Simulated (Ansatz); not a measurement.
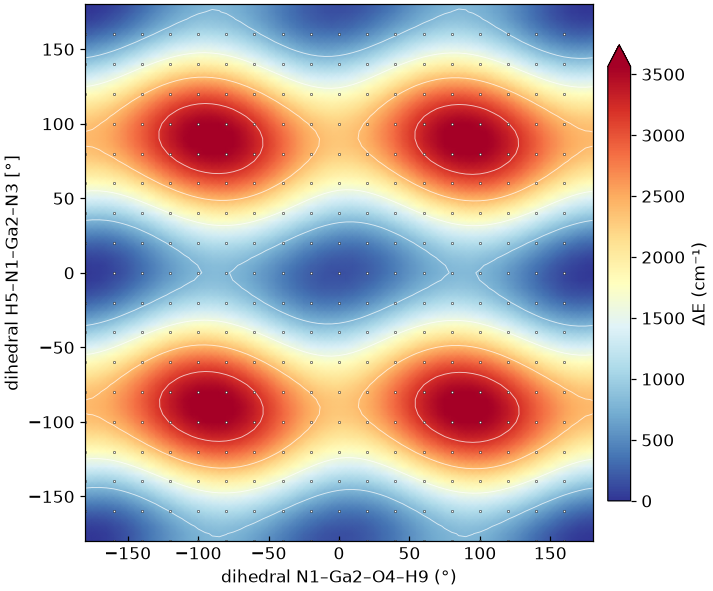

Energy landscape of GaH5N2O, SMILES [NH2][Ga]([NH2])[OH]. 
- First axis: dihedral N1–Ga2–O4–H9. Second axis: dihedral H5–N1–Ga2–N3.
- Nothing is relaxed (all other coordinates rigid).
- The grid has 18 × 18 points.
- Points are written as (first, second).
- Energies are in cm⁻¹, from the lowest grid point.
- Level of theory: Ansatz 0.2.0, RHF/def2-TZVP.

The picture shows a smooth colour map with a few white contour lines, dots at the grid points, one colour for all values above the top of the scale. Between grid points the surface is interpolated. 

### What does the map say about the system?

The lowest grid point is at (−180°, −180°). Higher local minima lie near (−180°, 0°) (23 cm⁻¹ above the lowest at that grid point); (0°, −180°) (135 cm⁻¹ above the lowest at that grid point); (0°, 0°) (152 cm⁻¹ above the lowest at that grid point). The highest grid point, (100°, −100°), lies 3564 cm⁻¹ above the lowest. On the interpolated surface the easiest way out of the lowest well to the well at (0°, −180°) passes a barrier of about 790 cm⁻¹. Round the minimum the valley is somewhat tilted: raising dihedral N1–Ga2–O4–H9 shifts the best value of dihedral H5–N1–Ga2–N3 upwards (coupling k₁₂/√(k₁₁k₂₂) about −0.2).

Grid values (cm⁻¹):

| dihedral H5–N1–Ga2–N3 ↓, dihedral N1–Ga2–O4–H9 → | −180 | −140 | −100 | −60 | −20 | 20 | 60 | 100 | 140 |
| --- | --- | --- | --- | --- | --- | --- | --- | --- | --- |
| 140 | 969 | 1490 | 1959 | 1598 | 1023 | 1202 | 1817 | 1851 | 1224 |
| 100 | 2340 | 2896 | 3561 | 3200 | 2372 | 2437 | 3278 | 3513 | 2792 |
| 60 | 1805 | 2154 | 2858 | 2736 | 1976 | 1826 | 2554 | 2952 | 2379 |
| 20 | 295 | 545 | 1080 | 1035 | 540 | 426 | 895 | 1143 | 710 |
| −20 | 289 | 703 | 1137 | 891 | 423 | 534 | 1026 | 1072 | 539 |
| −60 | 1796 | 2369 | 2943 | 2546 | 1820 | 1969 | 2727 | 2847 | 2144 |
| −100 | 2342 | 2794 | 3517 | 3283 | 2442 | 2376 | 3204 | 3564 | 2898 |
| −140 | 977 | 1231 | 1860 | 1828 | 1211 | 1031 | 1608 | 1970 | 1500 |
| −180 | 0 | 301 | 751 | 631 | 210 | 209 | 630 | 752 | 304 |

The table holds every second grid line.

The input of one point:

```yaml
crystal:
  periodic: [false, false, false]
  atoms:
    - { symbol: "N", position_ang: [0.023779, 1.619046, -0.739715] }
    - { symbol: Ga, position_ang: [0.247926, 0.004891, 0.048988] }
    - { symbol: "N", position_ang: [-1.109583, -1.175022, 0.309511] }
    - { symbol: O, position_ang: [1.898299, -0.389716, 0.572954] }
    - { symbol: H, position_ang: [0.769955, 2.259007, -0.878963] }
    - { symbol: H, position_ang: [-0.838101, 1.975033, -1.078432] }
    - { symbol: H, position_ang: [-1.004269, -2.063364, 0.739933] }
    - { symbol: H, position_ang: [-2.050938, -1.013768, 0.038333] }
    - { symbol: H, position_ang: [2.062983, -1.216224, 0.987159] }
basis:
  gaussian: { orbitals: def2-TZVP }
hamiltonian:
  xc: hf
output:
  forces: true
```

The whole map (324 points run) took 48 min on 1 thread of Arm Neoverse N1, with other jobs on the host.
